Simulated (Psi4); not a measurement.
**ZrCl4 (SMILES Cl[Zr](Cl)(Cl)Cl): HF/def2-SVP (core potential)**

Aim: the energy change on altering one bond length of ZrCl4 at HF/def2-SVP (core potential), from 2 runs. 

The calculation is run with Psi4 1.11.

12 further runs of the same task are left out: 12 that didn't finish.

### Step 1. The system as given

ZrCl4 has 5 atoms, charge 0, and is taken as a singlet. SMILES: `Cl[Zr](Cl)(Cl)Cl`. The shape is that of a PBE0-D4/def2-TZVP optimisation.

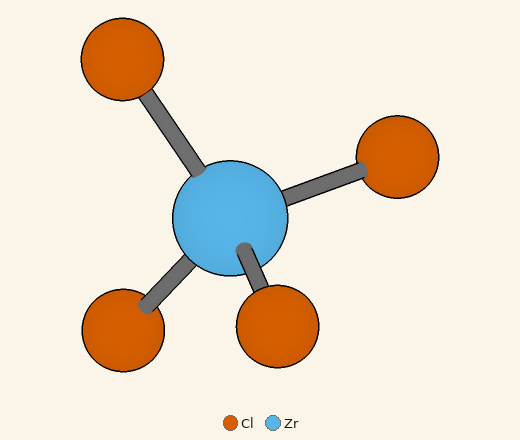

Viewed from a chosen angle; chlorine orange, zirconium blue.

### Step 2. Energy and gradient at HF/def2-SVP (core potential)

calc.py

```python
import psi4

psi4.set_memory('2200 MB')
psi4.set_num_threads(1)
psi4.set_output_file('psi4.out', False)

m = psi4.geometry("""
0 1
Cl    -0.109970    -0.230800     2.301810
Zr     0.000020     0.000000    -0.000020
Cl     1.545400    -1.499220    -0.853260
Cl    -2.081750    -0.430080    -0.919260
Cl     0.646280     2.160110    -0.529270
symmetry c1
""")

psi4.set_options({
    'reference': 'rhf',
    'puream': True,
    'e_convergence': 1e-09,
    'd_convergence': 1e-08,
    'scf_type': 'pk',
})

E, wfn = psi4.gradient("scf/def2-SVP", return_wfn=True)
print('gradient / Eh bohr^-1')
print(E.np.round(6))
print(f'energy = {wfn.energy():.10f} Eh')
for k, v in sorted(psi4.core.scalar_variables().items()):
    print(f'{k:45s} {v:18.10f}')
```

Started as:

```bash
python calc.py
```

psi4.out:

```text
[...]
    !!!  WARNING: ECP capability is in beta. Please check occupations closely.  !!!
[...]
  Running in c1 symmetry.
[...]
  Nuclear repulsion =  429.068127939897408
[...]
  Multiplicity = 1
[...]
  Nalpha       = 40
  Nbeta        = 40
[...]
    Number of basis functions: 103
[...]
 WARNING: Atomic UHF is not converging! Try casting from a smaller basis or call Rob at CCMST.
   -------------------------
[...]
   @RHF iter   1: -1884.15140730463804   -7.27226e-01   3.89758e-03 DIIS/ADIIS
[...]
   @RHF iter  12: -1884.28659232502514   -2.04636e-12   3.86729e-09 DIIS
[...]
    Orbital Energies [Eh]
    ---------------------
    Doubly Occupied:
       1A   -104.813950     2A   -104.813911     3A   -104.813909
       4A   -104.813909     5A    -10.578502     6A    -10.578499
       7A    -10.578498     8A    -10.578497     9A     -8.052343
      10A     -8.052330    11A     -8.052329    12A     -8.052328
      13A     -8.050632    14A     -8.050632    15A     -8.050622
      16A     -8.050622    17A     -8.050621    18A     -8.050613
      19A     -8.050613    20A     -8.050612    21A     -2.680659
      22A     -1.657299    23A     -1.657298    24A     -1.657298
      25A     -1.105470    26A     -1.090460    27A     -1.090458
      28A     -1.090457    29A     -0.551035    30A     -0.542995
      31A     -0.542993    32A     -0.542991    33A     -0.524012
      34A     -0.524011    35A     -0.503842    36A     -0.503841
[...]
  @RHF Final Energy: -1884.28659232502514
   => Energetics <=
    Nuclear Repulsion Energy =            429.0681279398974084
    One-Electron Energy =               -3473.9344852753374653
    Two-Electron Energy =                1160.5797650104150307
    Total Energy =                      -1884.2865923250251399
[...]
 Multipole Moments:
 ------------------------------------------------------------------------------------
     Multipole            Electronic (a.u.)      Nuclear  (a.u.)        Total (a.u.)
 ------------------------------------------------------------------------------------
 L = 1.  Multiply by 2.5417464519 to convert [e a0] to [Debye]
 Dipole X            :          0.0011196           -0.0010942            0.0000254
 Dipole Y            :         -0.0000944            0.0000912           -0.0000032
 Dipole Z            :         -0.0009647            0.0009118           -0.0000528
 Magnitude           :                                                    0.0000587
[...]
  -Total Gradient:
     Atom            X                  Y                   Z
    ------   -----------------  -----------------  -----------------
       1        0.000588168815     0.001236428866    -0.012330134022
       2       -0.000005555983     0.000000296994    -0.000000634239
       3       -0.008274705129     0.008026562763     0.004568986436
       4        0.011154207531     0.002304775213     0.004926646942
       5       -0.003462115233    -0.011568063851     0.002835134872
[...]
```

The script printed:

```text
gradient / Eh bohr^-1
[[ 5.8800e-04  1.2360e-03 -1.2330e-02]
 [-6.0000e-06  0.0000e+00 -1.0000e-06]
 [-8.2750e-03  8.0270e-03  4.5690e-03]
 [ 1.1154e-02  2.3050e-03  4.9270e-03]
 [-3.4620e-03 -1.1568e-02  2.8350e-03]]
energy = -1884.2865923250 Eh
CURRENT ENERGY                                  -1884.2865923250
CURRENT REFERENCE ENERGY                        -1884.2865923250
DD SOLVATION ENERGY                                 0.0000000000
HF KINETIC ENERGY                                1852.6314143398
HF POTENTIAL ENERGY                             -3736.9180066648
HF TOTAL ENERGY                                 -1884.2865923250
HF VIRIAL RATIO                                     2.0170866033
NUCLEAR REPULSION ENERGY                          429.0681279399
ONE-ELECTRON ENERGY                             -3473.9344852753
PCM POLARIZATION ENERGY                             0.0000000000
PE ENERGY                                           0.0000000000
SCF ITERATION ENERGY                            -1884.2865923250
SCF ITERATIONS                                     12.0000000000
SCF TOTAL ENERGY                                -1884.2865923250
TWO-ELECTRON ENERGY                              1160.5797650104
```

Wall time 23 s (1 thread of AMD EPYC 7R43 (Zen 3), shared host); peak memory 0.39 GiB.

### Step 3. The distorted shape at the same level

input.dat

```
memory 2200 MB

molecule molecule1 {
  Cl
  Zr 1 r2
  Cl 2 r3 1 a3
  Cl 2 r4 1 a4 3 d4
  Cl 2 r5 1 a5 3 d5

  r2 = 2.315985
  r3 = 2.316005
  a3 = 109.47151
  r4 = 2.6634
  a4 = 109.4687
  d4 = 119.99965
  r5 = 2.315995
  a5 = 109.47057
  d5 = -120.00302
  symmetry c1
  no_reorient
  no_com
}

set basis def2-SVP
set puream true
set e_convergence 1e-09
set d_convergence 1e-08
set scf_type pk

energy_value, wavefunction = gradient("hf", return_wfn=True)
oeprop(wavefunction, "DIPOLE", "LOWDIN_CHARGES", "QUADRUPOLE", title="HF")
```

Started as:

```bash
psi4 -i input.dat -o output.dat -n 1
```

output.dat (excerpt; [...] marks lines left out):

```text
[...]
    !!!  WARNING: ECP capability is in beta. Please check occupations closely.  !!!
[...]
  Running in c1 symmetry.
[...]
  Nuclear repulsion =  414.386551349843160
[...]
  Multiplicity = 1
[...]
  Nalpha       = 40
  Nbeta        = 40
[...]
    Number of basis functions: 103
[...]
   @RHF iter   1: -1884.09558586571802   -8.81952e-01   4.39195e-03 ADIIS/DIIS
[...]
   @RHF iter  12: -1884.26781585775962   -2.84217e-11   8.89351e-09 DIIS
[...]
  @RHF Final Energy: -1884.26781585775962
   => Energetics <=
    Nuclear Repulsion Energy =            414.3865513498431596
    One-Electron Energy =               -3444.4117074969558416
    Two-Electron Energy =                1145.7573402893531238
    Total Energy =                      -1884.2678158577596150
[...]
  -Total Gradient:
     Atom            X                  Y                   Z
    ------   -----------------  -----------------  -----------------
       1        0.000664249164     0.000383898747     0.006311066671
       2       -0.051245065916    -0.029584127376    -0.020918963007
       3        0.000664479657     0.006072524244    -0.001741177485
       4        0.044322736684     0.025589797503     0.018091291403
       5        0.005593600417    -0.002462093095    -0.001742217571
[...]
 Multipole Moments:
 ------------------------------------------------------------------------------------
     Multipole            Electronic (a.u.)      Nuclear  (a.u.)        Total (a.u.)
 ------------------------------------------------------------------------------------
 L = 1.  Multiply by 2.5417464519 to convert [e a0] to [Debye]
 Dipole X            :         -3.2777893            2.5873306           -0.6904587
 Dipole Y            :         -1.8929143            1.4942699           -0.3986444
 Dipole Z            :         -1.3367084            1.0549216           -0.2817869
 Magnitude           :                                                    0.8456089
 L = 2.  Multiply by 1.3450342976 to convert [e a0^2] to [Debye ang]
 Quadrupole XX       :       -564.1959348          503.2266201          -60.9693146
 Quadrupole XY       :        -41.7649319           39.8648622           -1.9000697
[...]
```

It took 22 s on 1 thread of AMD EPYC 7R43 (Zen 3), shared host; peak memory 0.4 GiB.

### Step 4. Outcome

Level: HF/def2-SVP (core potential).

| quantity | value |
| --- | --- |
| first shape: total energy | -1884.28659 Eh |
| first shape: dipole moment | 0.00 D |
| first shape: HOMO energy | -13.01 eV |
| first shape: LUMO energy | 1.03 eV |
| first shape: HOMO–LUMO gap | 14.04 eV |
| first shape: largest force on an atom | 0.638 eV/Å |
| distorted shape: total energy | -1884.26782 Eh |
| distorted shape: dipole moment | 2.15 D |
| distorted shape: HOMO energy | -12.12 eV |
| distorted shape: LUMO energy | 0.36 eV |
| distorted shape: HOMO–LUMO gap | 12.48 eV |
| distorted shape: largest force on an atom | 3.227 eV/Å |
| energy change with the Zr2–Cl4 bond stretched from 2.316 to 2.663 Å | 0.511 eV |

With the Zr2–Cl4 bond stretched from 2.316 to 2.663 Å the energy rises by 0.51 eV (11.8 kcal/mol). The first shape isn't relaxed at this level, so the change isn't measured from a minimum. The largest force (first shape) is 0.64 eV/Å: the shape isn't a stationary point for this species at this level.
